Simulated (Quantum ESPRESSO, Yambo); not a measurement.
## Si3N4 (Fd-3m): G0W0 in Yambo against the bands

How does the gap of Si3N4 (Fd-3m) converge in the bands?

Program: Yambo 5.3.0. Level of theory: PBE and many-body steps on it, plane waves. Results are calculated unless marked as measured.

## Step 1: The starting structure

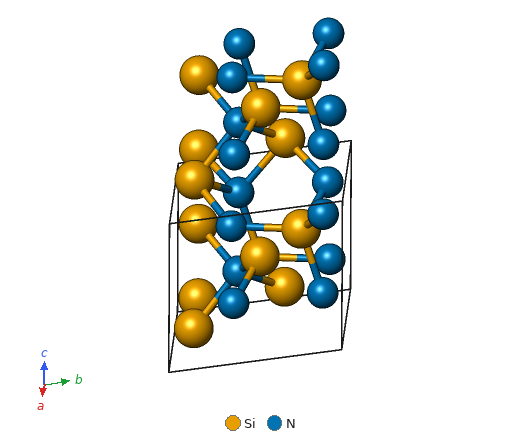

The starting structure, seen slightly off an axis (silicon orange, nitrogen blue). 1×1×2 cells are drawn. Bonds to atoms that aren't drawn are left out.

Coordinates:

```cif
data_structure
_symmetry_space_group_name_H-M 'P 1'
_symmetry_Int_Tables_number 1
_cell_length_a 5.5065
_cell_length_b 5.5065
_cell_length_c 5.5065
_cell_angle_alpha 60.000
_cell_angle_beta 60.000
_cell_angle_gamma 60.000
_cell_volume 118.07
loop_
_atom_site_label
_atom_site_type_symbol
_atom_site_fract_x
_atom_site_fract_y
_atom_site_fract_z
_atom_site_occupancy
Si1 Si 0.12500 0.12500 0.62500 1
Si2 Si 0.12500 0.62500 0.12500 1
Si3 Si 0.62500 0.12500 0.12500 1
Si4 Si 0.12500 0.12500 0.12500 1
Si5 Si 0.75000 0.75000 0.75000 1
Si6 Si 0.50000 0.50000 0.50000 1
N7 N 0.36756 0.36756 0.36756 1
N8 N 0.35269 0.88244 0.88244 1
N9 N 0.88244 0.88244 0.35269 1
N10 N 0.88244 0.35269 0.88244 1
N11 N 0.36756 0.36756 0.89731 1
N12 N 0.36756 0.89731 0.36756 1
N13 N 0.88244 0.88244 0.88244 1
N14 N 0.89731 0.36756 0.36756 1
```

The cell and positions are those that the Materials Project relaxed with its own functionals (PBE, PBE+U or r2SCAN), kept fixed. This is not the form that Si3N4 usually takes at ambient conditions.

## Step 2: 60 bands

This step: Yambo 5.3.0; G0W0 on PBE, plane waves, norm-conserving pseudopotentials.

Now the one-shot GW correction: screening in the RPA, then the self-energy of the levels asked for.

Input file gw1.in:

```
HF_and_locXC
gw0
dyson
ppa
em1d
rim_cut
RandQpts= 1000000
RandGvec= 1 RL
EXXRLvcs= 72 Ry
VXCRLvcs= 288 Ry
Chimod= "HARTREE"
% BndsRnXp
 1 | 60 |
%
NGsBlkXp= 9 Ry
% LongDrXp
 1 | 1 | 1 |
%
% GbndRnge
 1 | 60 |
%
DysSolver= "n"
ExtendOut
PPAPntXp= 27.21138 eV
% QPkrange
 6 | 6 | 31 | 34 |
 1 | 1 | 31 | 34 |
%
```

The run is started by

```console
$ OMP_NUM_THREADS=2 mpirun -n 4 yambo -F gw1.in -J gw1 -C gw1 > gw1.log
```

The log of the run:

```text
 Yambo, version 5.3.0

 [02] CORE Variables Setup
 =========================

  [... cell, symmetries and grids as in the set-up ...]

  [02.05] Energies & Occupations
  ==============================

  [X] === General ===
  [X] Electronic Temperature                        :  0.000000  0.000000 [eV K]
  [X] Bosonic    Temperature                        :  0.000000  0.000000 [eV K]
  [X] Finite Temperature mode                       : no
  [X] El. density                                   :  0.54207E+24 [cm-3]
  [X] Fermi Level                                   :  10.95512 [eV]

  [X] === Gaps and Widths ===
  [X] Conduction Band Min                           :  3.398216 [eV]
  [X] Valence Band Max                              :  0.000000 [eV]
  [X] Filled Bands                                  :   32
  [X] Empty Bands                                   :    33   524
  [X] Direct Gap                                    :  3.406484 [eV]
  [X] Direct Gap localized at k                     :  1
  [X] Indirect Gap                                  :  3.398216 [eV]
  [X] Indirect Gap between kpts                     :   6   1
  [X] Last valence band width                       :  0.702966 [eV]
  [X] 1st conduction band width                     :  3.290624 [eV]

 [03] Transferred momenta grid and indexing
 ==========================================

 IBZ Q-points                                      :   8
 BZ  Q-points                                      :   64

 K/Q-points units:
 rlu = crystal or reduced units; cc = cartesian coordinates; iku = interal k-units

 Q [1]          [rlu]:  0.000000  0.000000  0.000000
 Q [2]          [rlu]:  0.22808E-16 -0.49479E-17  0.25000
 Q [3]          [rlu]: -0.45615E-16  0.98957E-17 -0.50000
 Q [4]          [rlu]:  0.10477E-17  0.25000      0.25000
 Q [5]          [rlu]:  0.23174E-16  0.25000      0.50000
 Q [6]          [rlu]:  0.10266E-15  0.25000     -0.25000
 Q [7]          [rlu]: -0.20954E-17 -0.50000     -0.50000
 Q [8]          [rlu]:  0.250000 -0.500000 -0.250000

 [04] Coloumb potential Random Integration (RIM)
 ===============================================

  [04.01] RIM initialization
  ==========================

  * Diagonal components only detected *

  8 x (sBL volume)        :  0.038916 [a.u.]
  sBZ random points       :  1000000
  Points outside the sBZ  :   7996195
  RL volume               :  0.311329 [a.u.]
  Integrated volume       :  0.311477 [a.u.]

  [04.02] RIM integrals
  =====================

  Gamma point sphere radius             :  0.061470 [a.u.]
  Points outside the sphere             :   799659
  [Int_sBZ(q=0) 1/q^2]*(Vol_sBZ)^(-1/3) =:  7.764404
                                 should be <:  7.795600

  Summary of Coulomb integrals for non-metallic bands |Q|[au] RIM/Bare

  Q [1] 0.100000E-4 0.995998 * Q [2] 0.184879 1.064860
  Q [4] 0.213480 1.063764 * Q [6] 0.301906 1.026684
  Q [5] 0.354016 1.019317 * Q [3] 0.369758 1.017217
  Q [7] 0.426959 1.013693 * Q [8] 0.477355 1.010740

 [WARNING] [Xp] User bands 1-60 break level degeneracy

 [05] Dipoles
 ============

  [05.01] Setup: observables and procedures
  =========================================

  [WARNING] [x,Vnl] slows the Dipoles computation. To neglect it rename the ns.kb_pp file

 [06] Dynamic Dielectric Matrix (PPA)
 ====================================

 [WR./gw1//ndb.pp]---------------------------------------------------------------
  Brillouin Zone Q/K grids (IBZ/BZ)                :    8   64    8   64
  RL vectors                                       :   9577 [WF]
  Coulomb cutoff potential                         : none
  Electronic Temperature                           :  0.000000 [K]
  Bosonic    Temperature                           :  0.000000 [K]
  PPA    diel. fun.  energies                      : Perdew, Burke & Ernzerhof(X)+Perdew, Burke & Ernzerhof(C)
  wavefunctions                                    : Perdew, Burke & Ernzerhof(X)+Perdew, Burke & Ernzerhof(C)
  Global Gauge                                     : length
  X matrix size                                    :   387
  X band range                                     :    1   60
  X e/h energy range                               : -1.000000 -1.000000 [eV]
  X Time ordering                                  : R
  X Hxc Kernel                                     : HARTREE
  X Drude frequency                                :  0.000000  0.000000
  X poles                                          :  100.0000 [o/o]
  RL vectors in the sum                            :   9577
  [r,Vnl] included                                 : yes
  Field direction                                  :  0.577350E-5  0.577350E-5  0.577350E-5
  BZ energy Double Grid                            : no
  BZ energy DbGd points                            : 0
  BZ Q point size factor                           : -1.000000
  X Optical Averaged directions                    : none

 [07] Local Exchange-Correlation + Non-Local Fock
 ================================================

 [VXC] Plane waves :   65763
 [EXS] Plane waves :   8291

 QP @ state[ 1 ] K range:  1  1
 QP @ state[ 1 ] b range:   31   34
 QP @ state[ 2 ] K range:   6   6
 QP @ state[ 2 ] b range:   31   34

 [xc] Functional : Perdew, Burke & Ernzerhof(X)+Perdew, Burke & Ernzerhof(C)
 [xc] LIBXC used to calculate xc functional
  PP Number of Atomic Species                      :  2
  NLCC RL compoments                               :   65763
  PP Number of Atomic Species                      :  2
  NLCC RL compoments                               :   65763

 [xc] E_xc :  -28.73699 [Ha]
      E_xc :  -57.47398 [Ry]

  Local XC kind (lXC) : Perdew, Burke & Ernzerhof(X)+Perdew, Burke & Ernzerhof(C)
  Non-Local XC kind (nlXC) : Hartree-Fock

  Corrections @ K [1] :  [eV]
 <31|nlXC|31> = -21.42824 -0.57018E-18 <31|lXC|31> = -17.68828 -0.18882E-15
 <32|nlXC|32> = -21.42820  0.18275E-17 <32|lXC|32> = -17.68828  0.75527E-15
 <33|nlXC|33> = -6.721592 -0.26374E-18 <33|lXC|33> = -11.36948  0.14244E-16
 <34|nlXC|34> = -6.721591 -0.60353E-18 <34|lXC|34> = -11.36948  0.000000

  Corrections @ K [6] :  [eV]
 <31|nlXC|31> = -20.81630  0.84220E-17 <31|lXC|31> = -16.87490  0.47204E-16
 <32|nlXC|32> = -21.47475 -0.83005E-18 <32|lXC|32> = -17.76122 -0.37763E-15
 <33|nlXC|33> = -6.589472 -0.13543E-17 <33|lXC|33> = -11.63886 -0.18882E-15
 <34|nlXC|34> = -7.017724  0.25936E-18 <34|lXC|34> = -12.25120  0.000000

 [08] Dyson equation: Newton solver
 ==================================

  [08.01] G0W0 (W PPA)
  ====================

  [  GW  ] Bands range     :    1   60
  [GW/PPA] G damping       :  0.100000 [eV]

  QP @ state[ 1 ] K range:  1  1
  QP @ state[ 1 ] b range:   31   34
  QP @ state[ 2 ] K range:   6   6
  QP @ state[ 2 ] b range:   31   34

   Sc/G bands                                       :    1   60
   Sc/G damping                                     :  0.100000 ev
   Sc bands terminator                              : no
   Sx RL components                                 :   8291

   QP @ state[ 1 ] K range                          :  1  1
   QP @ state[ 1 ] b range                          :   31   34
   QP @ state[ 2 ] K range                          :   6   6
   QP @ state[ 2 ] b range                          :   31   34
   GF energies kind                                 : Perdew, Burke & Ernzerhof(X)+Perdew, Burke & Ernzerhof(C)
   GF WF`s kind                                     : Perdew, Burke & Ernzerhof(X)+Perdew, Burke & Ernzerhof(C)
   Xs energies kind                                 : Perdew, Burke & Ernzerhof(X)+Perdew, Burke & Ernzerhof(C)
   Xs WF`s kind                                     : Perdew, Burke & Ernzerhof(X)+Perdew, Burke & Ernzerhof(C)

 [11] Game Over & Game summary
```

It took 78 s on 4 MPI ranks of Arm Neoverse V2, shared host; peak memory 3.3 GiB.

This step gave:

* G0W0 gap on the points computed: 4.763 eV
* starting gap on the mesh: 3.398 eV
* k of the valence top: 0, 0.25, -0.25
* k of the conduction bottom: 0, 0, 0
* least direct G0W0 gap on the computed points: 4.802 eV
* Z at the valence top: 0.8150
* Z at the conduction bottom: 0.8540

The gap on the mesh goes from 3.40 eV to 4.76 eV, a correction of +1.36 eV.

## Step 3: 93 bands

gw2.in, as its differences from gw1.in of step 2:

```diff
@@ -12,3 +12,3 @@
 % BndsRnXp
- 1 | 60 |
+ 1 | 93 |
 %
@@ -19,3 +19,3 @@
 % GbndRnge
- 1 | 60 |
+ 1 | 93 |
 %
```

The run is started by

```console
$ OMP_NUM_THREADS=2 mpirun -n 4 yambo -F gw2.in -J gw2 -C gw2 > gw2.log
```

The log of the run:

```text
 Yambo, version 5.3.0

 [02] CORE Variables Setup
 =========================

  [... cell, symmetries and grids as in the set-up ...]

  [02.05] Energies & Occupations
  ==============================

  [X] === General ===
  [X] Electronic Temperature                        :  0.000000  0.000000 [eV K]
  [X] Bosonic    Temperature                        :  0.000000  0.000000 [eV K]
  [X] Finite Temperature mode                       : no
  [X] El. density                                   :  0.54207E+24 [cm-3]
  [X] Fermi Level                                   :  10.95512 [eV]

  [X] === Gaps and Widths ===
  [X] Conduction Band Min                           :  3.398216 [eV]
  [X] Valence Band Max                              :  0.000000 [eV]
  [X] Filled Bands                                  :   32
  [X] Empty Bands                                   :    33   524
  [X] Direct Gap                                    :  3.406484 [eV]
  [X] Direct Gap localized at k                     :  1
  [X] Indirect Gap                                  :  3.398216 [eV]
  [X] Indirect Gap between kpts                     :   6   1
  [X] Last valence band width                       :  0.702966 [eV]
  [X] 1st conduction band width                     :  3.290624 [eV]

 [03] Transferred momenta grid and indexing
 ==========================================

 IBZ Q-points                                      :   8
 BZ  Q-points                                      :   64

 K/Q-points units:
 rlu = crystal or reduced units; cc = cartesian coordinates; iku = interal k-units

 Q [1]          [rlu]:  0.000000  0.000000  0.000000
 Q [2]          [rlu]:  0.22808E-16 -0.49479E-17  0.25000
 Q [3]          [rlu]: -0.45615E-16  0.98957E-17 -0.50000
[...]
NLCC RL compoments                               :   65763
  PP Number of Atomic Species                      :  2
  NLCC RL compoments                               :   65763

 [xc] E_xc :  -28.73699 [Ha]
      E_xc :  -57.47398 [Ry]

  Local XC kind (lXC) : Perdew, Burke & Ernzerhof(X)+Perdew, Burke & Ernzerhof(C)
  Non-Local XC kind (nlXC) : Hartree-Fock

  Corrections @ K [1] :  [eV]
 <31|nlXC|31> = -21.42824 -0.57018E-18 <31|lXC|31> = -17.68828 -0.18882E-15
 <32|nlXC|32> = -21.42820  0.18275E-17 <32|lXC|32> = -17.68828  0.75527E-15
 <33|nlXC|33> = -6.721592 -0.26374E-18 <33|lXC|33> = -11.36948  0.14244E-16
[...]
Corrections @ K [6] :  [eV]
[...]
<33|nlXC|33> = -6.589472 -0.13543E-17 <33|lXC|33> = -11.63886 -0.18882E-15
 <34|nlXC|34> = -7.017724  0.25936E-18 <34|lXC|34> = -12.25120  0.000000

 [08] Dyson equation: Newton solver
 ==================================

  [08.01] G0W0 (W PPA)
  ====================

  [  GW  ] Bands range     :    1   93
  [GW/PPA] G damping       :  0.100000 [eV]

  QP @ state[ 1 ] K range:  1  1
  QP @ state[ 1 ] b range:   31   34
  QP @ state[ 2 ] K range:   6   6
  QP @ state[ 2 ] b range:   31   34

   Sc/G bands                                       :    1   93
   Sc/G damping                                     :  0.100000 ev
   Sc bands terminator                              : no
   Sx RL components                                 :   8291

   QP @ state[ 1 ] K range                          :  1  1
   QP @ state[ 1 ] b range                          :   31   34
   QP @ state[ 2 ] K range                          :   6   6
   QP @ state[ 2 ] b range                          :   31   34
   GF energies kind                                 : Perdew, Burke & Ernzerhof(X)+Perdew, Burke & Ernzerhof(C)
   GF WF`s kind                                     : Perdew, Burke & Ernzerhof(X)+Perdew, Burke & Ernzerhof(C)
   Xs energies kind                                 : Perdew, Burke & Ernzerhof(X)+Perdew, Burke & Ernzerhof(C)
   Xs WF`s kind                                     : Perdew, Burke & Ernzerhof(X)+Perdew, Burke & Ernzerhof(C)

 [11] Game Over & Game summary
```

Elapsed: 2.3 min, on 4 MPI ranks; peak memory 3.4 GiB.

This step gave:

- G0W0 gap on the points computed: 4.406 eV
- starting gap on the mesh: 3.398 eV
- k of the valence top: 0, 0.25, -0.25
- k of the conduction bottom: 0, 0, 0
- least direct G0W0 gap on the computed points: 4.452 eV
- Z at the valence top: 0.8131
- Z at the conduction bottom: 0.8459

Against the run before, the gap moves by −0.357 eV.

## Step 4: 156 bands

gw3.in, as its differences from gw2.in of step 3:

```diff
@@ -12,3 +12,3 @@
 % BndsRnXp
- 1 | 93 |
+ 1 | 156 |
 %
@@ -19,3 +19,3 @@
 % GbndRnge
- 1 | 93 |
+ 1 | 156 |
 %
```

The run is started by

```console
$ OMP_NUM_THREADS=2 mpirun -n 4 yambo -F gw3.in -J gw3 -C gw3 > gw3.log
```

The log of the run:

```text
 Yambo, version 5.3.0

 [02] CORE Variables Setup
 =========================

  [... cell, symmetries and grids as in the set-up ...]

  [02.05] Energies & Occupations
  ==============================

  [X] === General ===
  [X] Electronic Temperature                        :  0.000000  0.000000 [eV K]
  [X] Bosonic    Temperature                        :  0.000000  0.000000 [eV K]
  [X] Finite Temperature mode                       : no
  [X] El. density                                   :  0.54207E+24 [cm-3]
[...]
QP @ state[ 1 ] b range                          :   31   34
   QP @ state[ 2 ] K range                          :   6   6
   QP @ state[ 2 ] b range                          :   31   34
   GF energies kind                                 : Perdew, Burke & Ernzerhof(X)+Perdew, Burke & Ernzerhof(C)
   GF WF`s kind                                     : Perdew, Burke & Ernzerhof(X)+Perdew, Burke & Ernzerhof(C)
   Xs energies kind                                 : Perdew, Burke & Ernzerhof(X)+Perdew, Burke & Ernzerhof(C)
   Xs WF`s kind                                     : Perdew, Burke & Ernzerhof(X)+Perdew, Burke & Ernzerhof(C)

 [11] Game Over & Game summary
```

The job ended after 4.1 min (4 MPI ranks; peak memory 3.4 GiB).

Numbers from this step:

```
G0W0 gap on the points computed              : 4.354 eV
starting gap on the mesh                     : 3.398 eV
k of the valence top                         : 0, 0.25, -0.25
k of the conduction bottom                   : 0, 0, 0
least direct G0W0 gap on the computed points : 4.402 eV
```

Against the run before, the gap moves by −0.052 eV.

(Part 1 of 2 ends here.)

[Paths, hosts, dates, memory and timing lines, banners, echoed tables and standing remarks are left out of the program output.]

[Logs are printed without paths, hosts, clocks, repeated set-up lines and the standing remarks that a program may print on its own settings, such as how far it seeks lower states.]

[Runs of the session that timed out or met a known fault of the program may be left out.]

[Hosts, paths, dates, database ids (printed as entryN), source tags and the programs' standing remarks are cut or masked in the printed files.]
